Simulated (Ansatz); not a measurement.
CH4Al (charge −1)

```xyz
6

C    -0.8435   -2.5061    2.0743
Al    0.4473   -1.2589    1.6623
H    -1.3233   -3.1676    1.3357
H    -1.2312   -2.6820    3.0902
H     1.0227   -0.9972    0.1561
H     1.1580   -0.2785    2.7584
```

Geometry: PBE0-D3(BJ)/def2-SVPD; the highest occupied orbital lies above zero, a sign that basis and functional describe the outermost electron poorly.

These are results of isolated molecule in a Gaussian basis; Kohn-Sham density functional theory, functional PBE0 (Ansatz), not measurements.

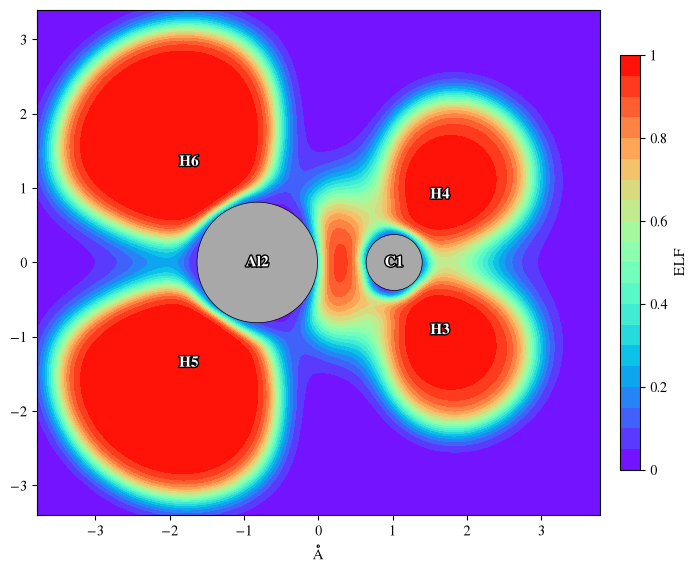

Figure 1. ELF on the molecular plane. Grey discs cover the atomic cores.

> What do the fields say about this system?

The plane passes through C, Al and H nuclei. C–Al (1.84 Å): the ELF peaks at about 0.90 between the atoms, as expected for a shared but strongly polarised pair. C–H (1.10 Å): the ELF climbs to about 1 towards the hydrogen, as it does in any bond to H; an ordinary covalent bond to hydrogen. Al–H (1.63 Å): the ELF climbs to about 1 towards the hydrogen.

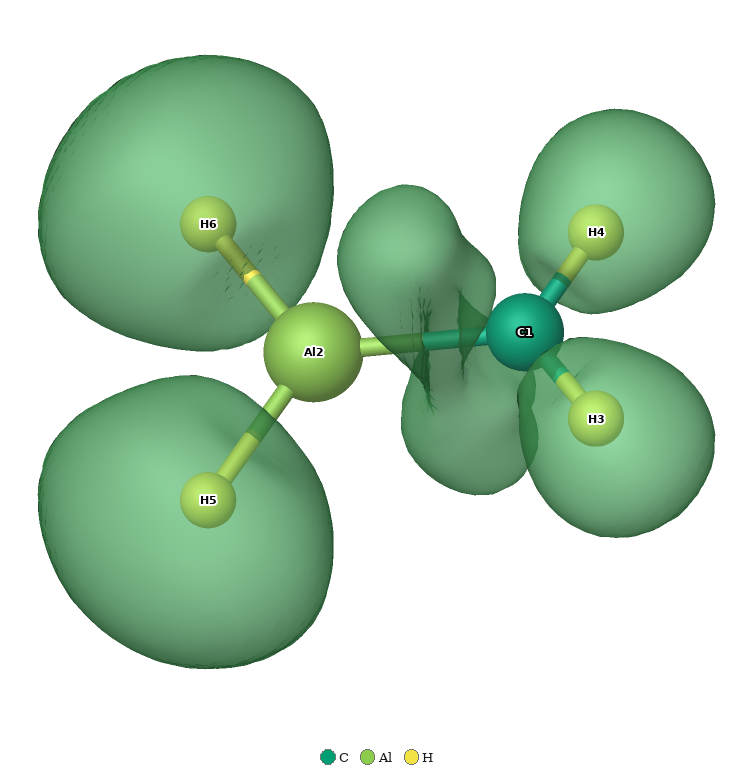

Figure 2. Isosurface of the ELF at 0.8 (green), seen at a tilt. Only the valence region is drawn (cores and ρ < 0.01 e/Å³ removed).

> Where are the electrons localised?

The ELF exceeds this value in one region between bonded Al–C atoms (shared pairs) and four regions around hydrogen nuclei.

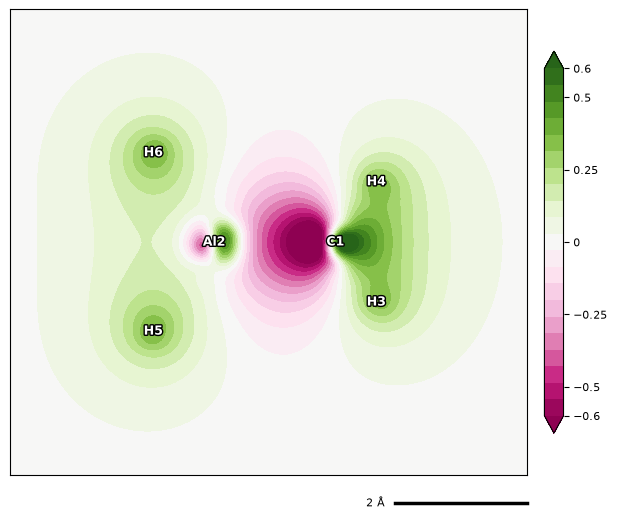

Figure 3. The HOMO−1 on the molecular plane (values in Å⁻³ᐟ²; the overall sign is arbitrary).

> Describe this orbital and give its energy.

By Hirshfeld shares it lies mainly on C1 (about 45 %), Al2 (about 25 %), H6 (about 10 %), H5 (about 10 %), H4 (about 5 %) and H3 (about 5 %); it is symmetric in the molecular plane (an in-plane orbital: σ, lone-pair or in-plane π type). Its energy is −2.74 eV.
